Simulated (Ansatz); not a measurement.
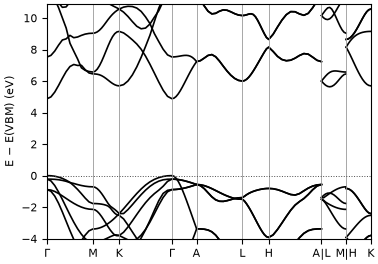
Figure. Band structure from the program Ansatz at the r²SCAN level (PAW)

Q: Read off the gap and where the band edges lie.

A: About 4.9 eV (4.88 eV by a search for the band edges); maximum at Γ, minimum at Γ.

The material is AlN (wurtzite, space group No. 186).

Space group P6_3mc (wurtzite). The r²SCAN relaxation kept the symmetry of its start; phonons on a q-mesh show no instability.

Potentials: the later of the program's two PAW sets.
